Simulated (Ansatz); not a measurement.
# CH5FSeSi: basis-set convergence

How large a basis does CH5FSeSi need? Two functionals are run in growing sets.

The runs use Ansatz 0.2.0, Gaussian basis; one geometry, several basis sets.

Plan: PBE0-D4/def2-SVP; ωB97M-V/def2-SVP; PBE0-D4/def2-QZVPP; ωB97M-V/def2-QZVPP; the functionals' def2-TZVPP values are taken from earlier runs.

## Step 1: The geometry

The geometry comes from an earlier relaxation with PBE0-D4 in a triple-zeta def2 set; it is a stationary point, not always the lowest conformer.

SMILES `C[Se][SiH2]F`, 9 atoms, charge 0, spin multiplicity 1.

Atoms are counted from 1 here; the program's logs count them from 0.

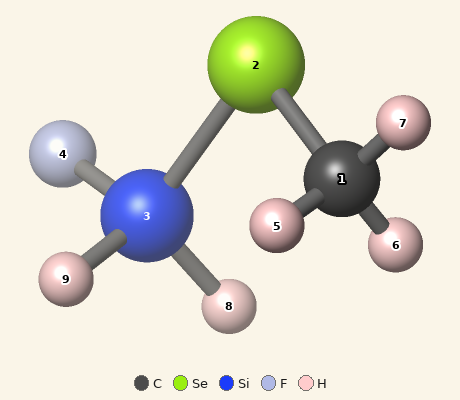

The geometry (carbon dark grey, selenium green, silicon blue, fluorine light blue, hydrogen pink); atoms are numbered from 1 in the order of the file.

## Step 2: PBE0-D4 in def2-SVP

Input file in.yaml:

```yaml
crystal:
  periodic: [false, false, false]
  atoms:
    - {symbol: C, position_ang: [0.332217, 1.536272, 0.082475]}
    - {symbol: Se, position_ang: [1.070773, -0.021794, 1.018625]}
    - {symbol: Si, position_ang: [-0.275186, -1.477501, -0.062014]}
    - {symbol: F, position_ang: [0.046276, -2.940477, 0.491004]}
    - {symbol: H, position_ang: [0.509986, 1.458926, -0.988528]}
    - {symbol: H, position_ang: [-0.730996, 1.639261, 0.291516]}
    - {symbol: H, position_ang: [0.862915, 2.401286, 0.475041]}
    - {symbol: H, position_ang: [-1.705436, -1.178748, 0.199067]}
    - {symbol: H, position_ang: [-0.022147, -1.463625, -1.524388]}
basis:
  gaussian: {orbitals: def2-SVP}
hamiltonian: {xc: pbe0, dispersion: d4}
output: {orbitals: {seedname: orbitals}}
```

The run is started by

```console
ansatz run in.yaml --threads 4 --pin off --events-out ev --progress --plain --max-ram 10444MiB
```

Output:

```text
Functional definition: PBE0
  name "PBE0"
  cite "Adamo & Barone, J. Chem. Phys. 110, 6158 (1999) doi:10.1063/1.478522"
  cite "Perdew, Burke & Ernzerhof, Phys. Rev. Lett. 77, 3865 (1996) doi:10.1103/PhysRevLett.77.3865"
  parent pbe
  parameter a = 0.25
  parameter kappa = 0.804
  parameter beta = 0.06672455060314922
  exchange = (1 - a)*pbe_x(kappa = kappa, mu = beta*pi^2/3) + a*exact_x
  correlation = pbe_c(beta = beta)
1006 factors; integrals over basis functions are off by at most 1.3e-3 eV
mean field evaluation 1: about -77032.4471 eV, gradient 4.2e1 eV
mean field evaluation 2: about -77029.7264 eV, gradient 5.5e1 eV
mean field evaluation 4: about -77036.1264 eV, gradient 1.7e0 eV
mean field evaluation 8: about -77036.1877 eV, gradient 1.2e-1 eV
mean field evaluation 16: about -77036.1877 eV, gradient 5.6e-5 eV
mean field -77036.18768391 eV, -2831.0276803801 hartree, gradient 5.6e-5 eV, S^2 0.000000; 0 other end points of the search recorded, 0 dependent functions left out
reference -77036.18770892 eV, -2831.0276812993 hartree; 34, 34 occupied and 69, 69 virtual orbitals, 1006 factors
Total energy: -77036.35337278 eV, -2831.0337693340 hartree
```

Wall time 1.1 s (4 threads of Arm Neoverse V1, shared host).

## Step 3: ωB97M-V in def2-SVP

Changes to in.yaml since step 2:

```diff
@@ -14,3 +14,3 @@
   gaussian: {orbitals: def2-SVP}
-hamiltonian: {xc: pbe0, dispersion: d4}
+hamiltonian: {xc: {name: wB97M-V}}
 output: {orbitals: {seedname: orbitals}}
```

Same command.

Output, cut to the lines that bear on the results:

```text
Functional definition: wB97M-V
  name "wB97M-V"
  cite "Mardirossian & Head-Gordon, J. Chem. Phys. 144, 214110 (2016) doi:10.1063/1.4952647"
  cite "Becke, J. Chem. Phys. 107, 8554 (1997) doi:10.1063/1.475007"
  cite "Vydrov & Van Voorhis, J. Chem. Phys. 133, 244103 (2010) doi:10.1063/1.3521275"
  # Of w^i u^j: cxij and so on, Table III.
[...]
  gx(w, u) = 1 - cx + cx01*u + cx10*w
  gss(w, u) = css00 + css04*u^4 + css10*w + css20*w^2 + css43*w^4*u^3
  gos(w, u) = cos00 + cos10*w + (cos20 + cos21*u)*w^2 + (cos60 + cos61*u)*w^6
[...]
      + integral(e_c_pw_mod_opposite_spin*gos(b97_w_opposite, b97_u_opposite)) + vv10(b, c)
1006 factors; integrals over basis functions are off by at most 1.3e-3 eV
273 factors; integrals over basis functions are off by at most 7.6e-6 eV
[...]
mean field -77045.39633907 eV, -2831.3660922157 hartree, gradient 2.4e-5 eV, S^2 0.000000; 0 other end points of the search recorded, 0 dependent functions left out
reference -77045.39637797 eV, -2831.3660936452 hartree; 34, 34 occupied and 69, 69 virtual orbitals, 1006 factors
Total energy: -77045.39637797 eV, -2831.3660936452 hartree
```

Run time: 4.6 s. Hardware: 4 threads of Arm Neoverse V1, shared host; peak memory 0.32 GiB.

## Step 4: PBE0-D4 in def2-QZVPP

Changes to in.yaml since step 3:

```diff
@@ -13,4 +13,4 @@
 basis:
-  gaussian: {orbitals: def2-SVP}
-hamiltonian: {xc: {name: wB97M-V}}
+  gaussian: {orbitals: "def2-QZVPP.json"}
+hamiltonian: {xc: pbe0, dispersion: d4}
 output: {orbitals: {seedname: orbitals}}
```

Same command.

Output:

```text
Functional definition: PBE0
  name "PBE0"
  cite "Adamo & Barone, J. Chem. Phys. 110, 6158 (1999) doi:10.1063/1.478522"
  cite "Perdew, Burke & Ernzerhof, Phys. Rev. Lett. 77, 3865 (1996) doi:10.1103/PhysRevLett.77.3865"
  parent pbe
  parameter a = 0.25
  parameter kappa = 0.804
  parameter beta = 0.06672455060314922
  exchange = (1 - a)*pbe_x(kappa = kappa, mu = beta*pi^2/3) + a*exact_x
  correlation = pbe_c(beta = beta)
1615 factors; their error is unknown
mean field evaluation 1: about -77048.0223 eV, gradient 5.4e1 eV
mean field evaluation 2: about -77043.3804 eV, gradient 7.1e1 eV
mean field evaluation 4: about -77053.5261 eV, gradient 2.8e0 eV
mean field evaluation 8: about -77053.5375 eV, gradient 5.2e-2 eV
mean field evaluation 16: about -77053.7438 eV, gradient 2.0e-5 eV
mean field -77053.74380488 eV, -2831.6728559259 hartree, gradient 2.0e-5 eV, S^2 0.000000; 0 other end points of the search recorded, 0 dependent functions left out
reference -77053.74383999 eV, -2831.6728572162 hartree; 34, 34 occupied and 389, 389 virtual orbitals, 1615 factors
Total energy: -77053.90950385 eV, -2831.6789452508 hartree
```

Run time: 7.5 s. Hardware: 4 threads of Arm Neoverse V1, shared host; peak memory 1.5 GiB.

## Step 5: ωB97M-V in def2-QZVPP

Changes to in.yaml since step 4:

```diff
@@ -14,3 +14,3 @@
   gaussian: {orbitals: "def2-QZVPP.json"}
-hamiltonian: {xc: pbe0, dispersion: d4}
+hamiltonian: {xc: {name: wB97M-V}}
 output: {orbitals: {seedname: orbitals}}
```

Launched as before.

Output, cut to the lines that bear on the results:

```text
Functional definition: wB97M-V
  name "wB97M-V"
  cite "Mardirossian & Head-Gordon, J. Chem. Phys. 144, 214110 (2016) doi:10.1063/1.4952647"
  cite "Becke, J. Chem. Phys. 107, 8554 (1997) doi:10.1063/1.475007"
  cite "Vydrov & Van Voorhis, J. Chem. Phys. 133, 244103 (2010) doi:10.1063/1.3521275"
  # Of w^i u^j: cxij and so on, Table III.
[...]
  gx(w, u) = 1 - cx + cx01*u + cx10*w
  gss(w, u) = css00 + css04*u^4 + css10*w + css20*w^2 + css43*w^4*u^3
  gos(w, u) = cos00 + cos10*w + (cos20 + cos21*u)*w^2 + (cos60 + cos61*u)*w^6
[...]
      + integral(e_c_pw_mod_opposite_spin*gos(b97_w_opposite, b97_u_opposite)) + vv10(b, c)
1570 factors; their error is unknown
334 factors; integrals over basis functions are off by at most 7.3e-6 eV
[...]
mean field -77063.01987895 eV, -2832.0137453606 hartree, gradient 2.9e-5 eV, S^2 0.000000; 0 other end points of the search recorded, 0 dependent functions left out
reference -77063.01993636 eV, -2832.0137474702 hartree; 34, 34 occupied and 389, 389 virtual orbitals, 1570 factors
Total energy: -77063.01993636 eV, -2832.0137474702 hartree
```

It took 17 s on 4 threads of Arm Neoverse V1, shared host; peak memory 1.8 GiB.

## Step 6: Functionals by basis

The def2-TZVPP values come from earlier runs at the same geometry.

```
functional       basis  functions  energy (eV)  from the largest (eV)  HOMO (eV)  LUMO (eV)
   PBE0-D4    def2-SVP        103  -77036.3534                 17.556      -6.72      -0.34
   PBE0-D4  def2-TZVPP        222  -77052.0362                  1.873      -6.81      -0.66
   PBE0-D4  def2-QZVPP        423  -77053.9095                  0.000      -6.83      -0.76
   ωB97M-V    def2-SVP        103  -77045.3964                 17.624      -8.86       1.63
   ωB97M-V  def2-TZVPP        222  -77061.2189                  1.801      -8.97       1.13
   ωB97M-V  def2-QZVPP        423  -77063.0199                  0.000      -8.99       0.89
```

## Step 7: Summary of results

| quantity | value |
| --- | --- |
| PBE0-D4: double and triple zeta above quadruple | 17.56, 1.87 eV |
| ωB97M-V: double and triple zeta above quadruple | 17.62, 1.80 eV |

**Reading.** For PBE0-D4 the step from double to triple zeta gains 15.68 eV and the next only 1.87 eV. Total energies overstate the basis error of differences, where much of it tends to cancel. The LUMO of ωB97M-V is positive and keeps falling with the basis (1.63 to 0.89 eV): an unbound level that the basis holds in place.

For PBE0-D4 the largest set took about 7 times as long as the smallest (7.5 s against 1.1 s).
